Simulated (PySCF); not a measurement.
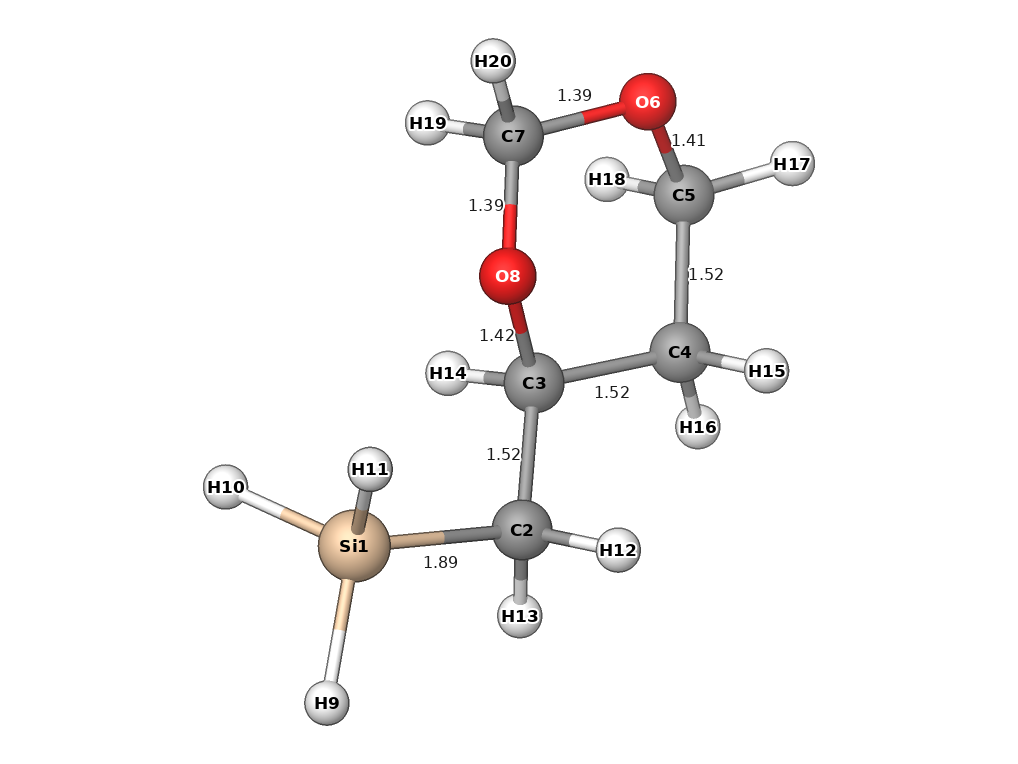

The numbers beside the sticks are distances in Å. Sticks don't show bond order. The geometry was computed by an optimisation with PBE0-D3(BJ)/def2-SVP. No frequency run is at hand to confirm it as a minimum.

### Which of the marked bonds are single, double, triple or aromatic?

Si1–C2 single; C2–C3 single; C3–C4 single; C3–O8 single; C4–C5 single; C5–O6 single; O6–C7 single; C7–O8 single.

### Give the structure as SMILES.

[SiH3]C[C@@H]1CCOCO1
